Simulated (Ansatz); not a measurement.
# VRuC2, from a guessed structure to a relaxed one, part 2 of 2

This structure for VRuC2 is made up. Its elements were placed in a known structure type with a cell scaled to their sizes. What cell does the guess relax to, and how far off was it?

Ansatz 0.2.0; DFT, PBE, plane-wave PAW, files of the set soft_1, scalar-relativistic, ferromagnetic start, cell and ions relaxed at zero pressure; PAW set soft_1 (the session's first sound run).

So far: The starting structure; Relaxation of the guess. The relaxed cell has a = 2.987, c = 4.271 Å (conventional setting).

**3. Electronic structure of the relaxed cell**

With the geometry fixed, one more self-consistent run, with a narrower smearing and the mesh shown in its input, gives the bands, and its pressure, and its forces where symmetry allows any, show how far the geometry depends on these settings.

This step: DFT, PBE, plane-wave PAW, files of the set soft_1, scalar-relativistic, no spin, bands and density of states at the relaxed cell; PAW set soft_1 (Ansatz 0.2.0).

input.yaml

```yaml
crystal:
  lattice:
    - [2.9869745112, 0.0, 0.0]
    - [0.0, 2.9869745112, 0.0]
    - [0.0, 0.0, 4.2708547813]
  atoms:
    - { symbol: Ru, position: [0.0, 0.0, 0.0] }
    - { symbol: V, position: [0.5, 0.5, 0.5] }
    - { symbol: C, position: [0.5, 0.5, 0.0] }
    - { symbol: C, position: [0.0, 0.0, 0.5] }
kpoints:
  mp_grid: { grid: [10, 10, 8] }
  band_path:
    path:
      - [[0.0, 0.0, 0.0], [0.0, 0.5, 0.0], [0.5, 0.5, 0.0], [0.0, 0.0, 0.0], [0.0, 0.0, 0.5], [0.0, 0.5, 0.5], [0.5, 0.5, 0.5], [0.0, 0.0, 0.5]]
      - [[0.0, 0.5, 0.0], [0.0, 0.5, 0.5]]
      - [[0.5, 0.5, 0.0], [0.5, 0.5, 0.5]]
    npoints: 8
scf:
  occupations: { method: fermi_dirac, width: 0.03 }
  n_extra_bands: 8
hamiltonian:
  xc: pbe
  pseudopotentials: { kind: paw, azcp: { folder: soft_1 } }
output:
  forces: true
  stress: true
  write_bands: true
  dos: { projected: true }
  write_density: true
  write_potential: true
  elf: true
  volumetric_format: npy
```

Started as:

```bash
ansatz run input.yaml --threads 4 --pin off --max-ram 8192MiB --backend cpu --events-out ev --progress --plain --runs-dir out
```

Numbers of over 12 decimals in the logs are rounded to 6 here.

What it wrote:

```text
[...]
Crystal: 4 atoms, lattice volume = 38.105 Å³
Basis set: ecut = 420 eV, 715 PW (Γ), exchange–correlation on 40×40×60 points (8 copies of the dense FFT grid, shifted against one another)
Bands: 27, of which v1, the nominal top of the filled ones, is band 19 counted from 1 (18 counted from 0)
Symmetry: 16 space group operations
[...]
k-points: 105 of 800
[...]
SCF iter   1: F=—  HF=-9302.094690 eV  |F-HF|=—  |Δ(HF+E_count)|=         —  Δρ=4.01e-1  dr2=1.25e2  ethr=3.10e-3  ⟨swp⟩=5.5  Hψ=10420  notcnv=0
[...]
SCF iter   9: F=-9291.876256 eV  HF=-9291.876256 eV  |F-HF|=7.09e-9  |Δ(HF+E_count)|=   1.03e-7  Δρ=5.80e-6  dr2=1.13e-8  ethr=2.70e-10  ⟨swp⟩=13.6  Hψ=18491  notcnv=0
SCF 1 converged in 9 iterations: F = -9291.876256 eV  dr2 = 1.13e-8
[...]
NSCF: frozen V_eff on 75 k-points
SCF converged after 9 iterations
Free energy (F): -9291.876256 eV
[...]
Internal energy: -9291.865968 eV  (E = F + TS)
E sigma→0 (E₀):  -9291.871112 eV
Entropy (-TS):   -0.010288 eV (-2.572 meV/atom)
Fermi energy:    18.734884 eV
[...]
--- Stress (GPa, compression-positive) ---
        0.002067       0.000000       0.000000
        0.000000       0.002067      -0.000000
        0.000000      -0.000000      -0.228093
  P = ⅓ Tr σ = -0.0747 GPa (-0.747 kbar)
--- Band table (eV; the first three rows and the last of 105) ---
  k-point 0: bands = [... 15 lower, 17.1547, 17.3104, 17.3104, 17.5195, 19.0765, 19.1669, 19.1669, 19.2767, ... 4 higher]
  k-point 1: bands = [... 15 lower, 16.9851, 17.0834, 17.2119, 17.2119, 19.2571, 19.3426, 19.3426, 19.9144, ... 4 higher]
  k-point 2: bands = [... 15 lower, 16.9064, 16.9977, 16.9977, 17.0184, 19.2090, 19.7663, 19.7663, 20.2415, ... 4 higher]
  k-point 104: bands = [... 15 lower, 14.3779, 18.8291, 18.8629, 18.8629, 19.6132, 19.6132, 20.3529, 21.6752, ... 4 higher]
```

Wall time 2.1 s (4 threads of Arm Neoverse V2, shared host); peak memory 0.4 GiB.

The column dr2 measures how far the density is from self-consistency, as an energy; F and HF (Harris–Foulkes) agree once it is small.

This step gave:

* free energy: -9291.8763 eV
* energy at zero smearing: -9291.8711 eV
* smearing term TS: 0.01029 eV
* Fermi energy: 18.73 eV
* pressure: -0.07465 GPa

bands.tsv at the labelled points (eV, zero at the Fermi level; the bands that come nearest the Fermi level along the path):

```
point  band 16  band 17  band 18  band 19  band 20  band 21  band 22  band 23
    Γ    -1.58    -1.42    -1.42    -1.22     0.34     0.43     0.43     0.54
    X    -3.92    -1.59    -0.26     0.25     1.25     1.81     2.31     2.57
    M    -1.47    -1.47    -1.28    -0.53     0.09     0.29     0.93     0.93
    Γ    -1.58    -1.42    -1.42    -1.22     0.34     0.43     0.43     0.54
    Z    -2.10    -1.99    -1.99    -1.67     0.40     1.69     1.69     1.82
    R    -4.52    -0.39    -0.27     0.40     0.78     1.93     1.97     6.29
    A    -4.36     0.09     0.13     0.13     0.88     0.88     1.62     2.94
    Z    -2.10    -1.99    -1.99    -1.67     0.40     1.69     1.69     1.82
    X    -3.92    -1.59    -0.26     0.25     1.25     1.81     2.31     2.57
    R    -4.52    -0.39    -0.27     0.40     0.78     1.93     1.97     6.29
    M    -1.47    -1.47    -1.28    -0.53     0.09     0.29     0.93     0.93
    A    -4.36     0.09     0.13     0.13     0.88     0.88     1.62     2.94
```

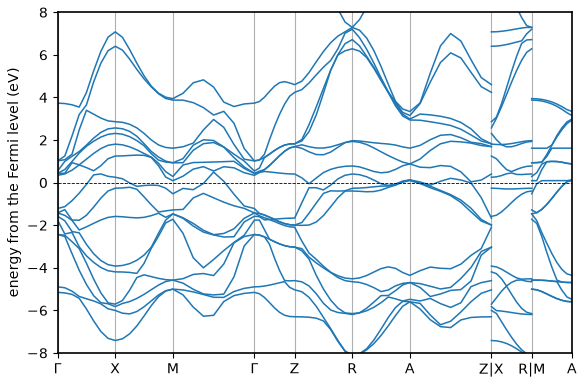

Bands along the path. 10 bands lie wholly below the window drawn.

States per cell as run, both spins, in windows of 1 eV, from dos.tsv (zero at the Fermi level):

```csv
from,to,total
-8,-7,0.64
-7,-6,2.06
-6,-5,3.57
-5,-4,3.11
-4,-3,2.10
-3,-2,0.65
-2,-1,1.88
-1,0,2.96
0,1,3.16
1,2,4.20
2,3,1.45
3,4,1.87
4,5,1.87
5,6,1.68
```

Below -8 eV lie 20.0 more states.

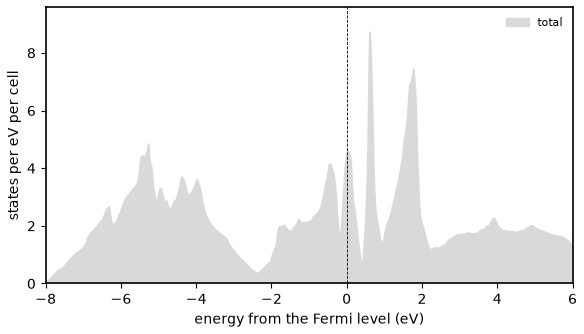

Total density of states, smoothed over about 0.04 eV.

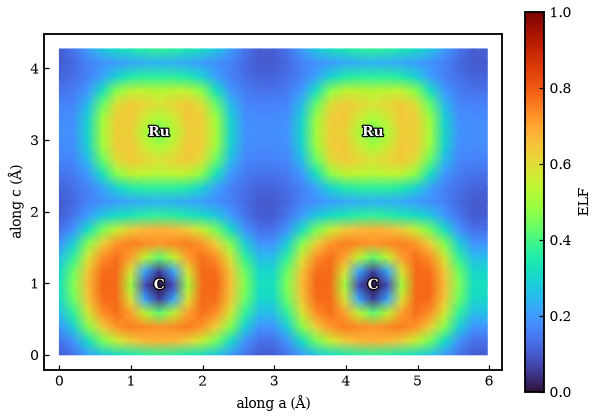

ELF in the ac plane at fractional y = 0.000, with atoms of Ru and C within 0.2 Å of it. It is the smooth field of the valence electrons, not physical close to the nuclei. The map starts off the cell's origin, so that atoms lie inside it.

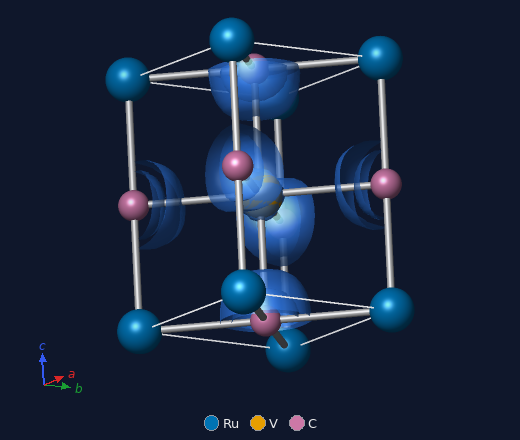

Surface of ELF = 0.71.

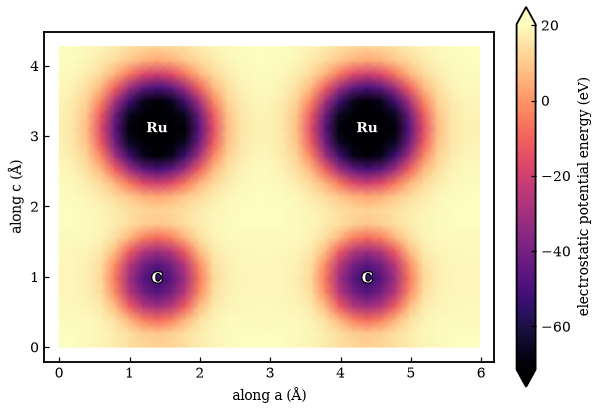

Electrostatic potential energy in the ac plane at fractional y = 0.000, with atoms of Ru and C within 0.2 Å of it. With pseudopotentials it is smooth inside the atoms' cores, unlike the true potential. The map starts off the cell's origin, so that atoms lie inside it.

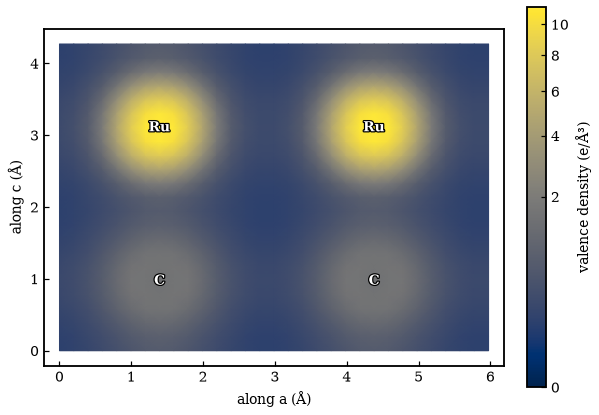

Valence density in the ac plane at fractional y = 0.000, with atoms of Ru and C within 0.2 Å of it. It is the smooth field of the valence electrons, not physical close to the nuclei. The map starts off the cell's origin, so that atoms lie inside it. The colour scale is stretched toward low values.

**4. Results**

- space group, relaxed: P4/mmm
- conventional cell: a = 2.987, b = 2.987, c = 4.271 Å; α = 90.0°, β = 90.0°, γ = 90.0°
- volume per atom: 9.53 Å³ (guess 8.84)
- total moment: 0.00 μB in the cell of 4 atoms

In words: VRuC2 relaxes to P4/mmm with a = 2.987, b = 2.987 and c = 4.271 Å. The guessed volume was 7 % too small. The space group P4/mmm was held in the relaxation, so the end point is a stationary structure within it and may be a saddle against distortions or other arrangements. The moments died out from this one start and weren't seeded again at the relaxed cell. Bands cross the Fermi level, so it is a metal or semimetal at this level. The electron count is odd, which forces that without spin polarisation or a larger cell. On the 10×10×8 mesh with the narrower smearing (relaxed on 9×9×7) the forces vanish, as symmetry may demand, and the largest stress component is 0.228 GPa, against the relaxation's thresholds of 0.015 eV/Å and 0.05 GPa. The cutoff wasn't tested. No dispersion term is used, so weakly bound directions may come out too long. Nothing here tests whether the compound is stable against decomposition.

[Logs are printed without paths, hosts, clocks, repeated set-up lines and the standing remarks that a program may print on its own settings, such as how far it seeks lower states.]

[Hosts, paths, dates, database ids (printed as entryN), source tags and the programs' standing remarks are cut or masked in the printed files.]
